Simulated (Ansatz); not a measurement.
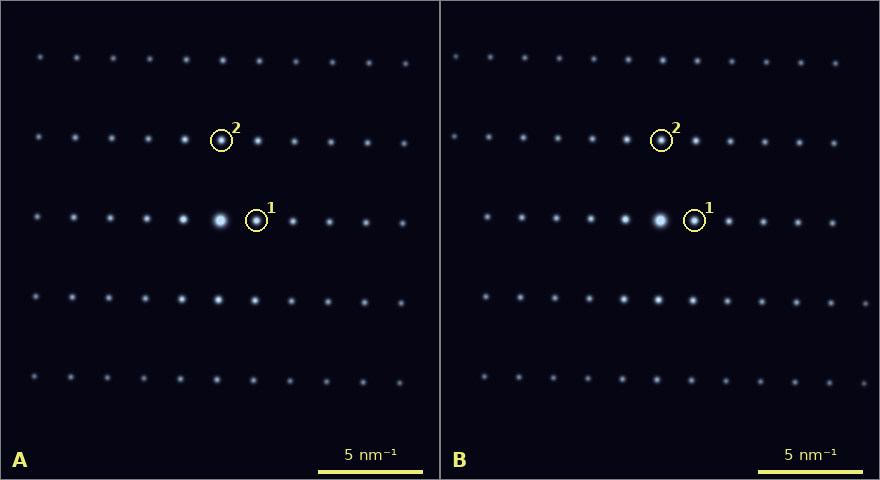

Kinematic electron diffraction patterns (200 kV, B = 0.5 Å², same scale) along [1-10] of the run's own cell, for the start and the end of one relaxation of PtF with DFT PBE, scalar-relativistic, plane waves, PAW (Ansatz 0.2.0). k mesh 10×10×6. The start is a generated model structure, and the relaxation ends in the nearest stationary point of its symmetry, not necessarily the ground state. Spot 1 is 0 0 -1 and spot 2 is 1 1 0 in both.

Start structure:

```
CELL_PARAMETERS angstrom
2.58206 -2.89456 0.00000
2.58206 2.89456 0.00000
0.00000 0.00000 5.64147
ATOMIC_POSITIONS crystal
Pt 0.79744 0.20256 0.50000
Pt 0.20256 0.79744 0.50000
F 0.50000 0.50000 0.27052
F 0.50000 0.50000 0.72948
```

> Which pattern belongs to the start structure, and which to the relaxed one?

A is the start: its cell gives d(1) = 5.641 Å, d(2) = 2.582 Å and an angle of 90.0°. B is the relaxed structure, with d(1) = 5.972 Å (+5.9 %), d(2) = 2.581 Å (-0.0 %) and 90.0°.

> Summarise the relaxation behind the change.

The volume changed by +5.7 % to 22.29 Å³ an atom; with the mean shift removed, the atoms moved by up to 0.07 Å relative to the cell (F most); the space group stayed Cmmm (No. 65); the free energy fell by 1.2 meV an atom. Relaxed cell: a = 3.877 Å, b = 3.877 Å, c = 5.972 Å, α = 90.00°, β = 90.00°, γ = 96.51°.
